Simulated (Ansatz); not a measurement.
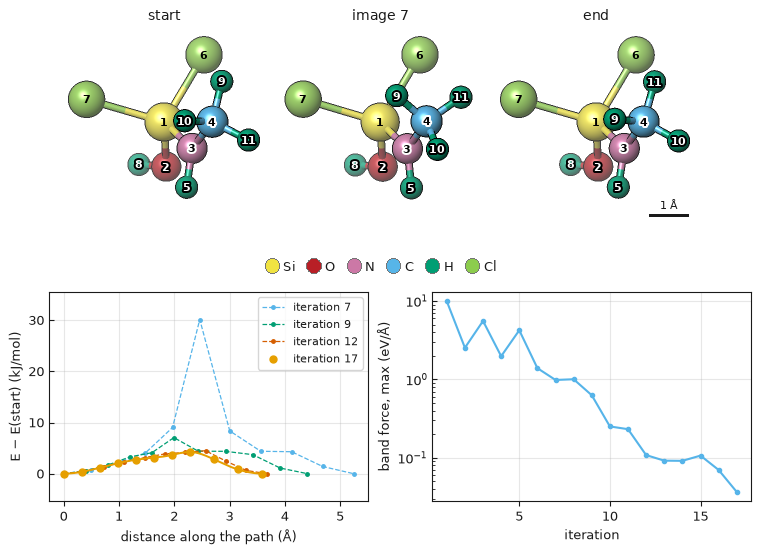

NEB run on CH5Cl2NOSi. Images are numbered from 0 (start) to 10 (end). The plot follows the band through its iterations. Style: ball-and-stick. Shown from a free direction.

These are results of UKS BLYP-D4/def2-SVP (Ansatz), not measurements. Run with 9 movable images; climbing image; force threshold 0.05 eV/Å; iteration limit 60; starting path through a guess of the saddle point.

> Did the band converge, and can the barrier be trusted?

The result is final at these settings. The band converged in 17 iterations. The largest component of the band force went from 9.9 to 0.037 eV/Å. The climbing image converged on the top of the path. Its vibrational analysis gives one imaginary mode (201i cm⁻¹), as a transition state must have. The first iteration put the highest image at 345.34 kJ/mol. The two ends have the same energy, and the highest point, image 7, lies 4.25 kJ/mol above the start.
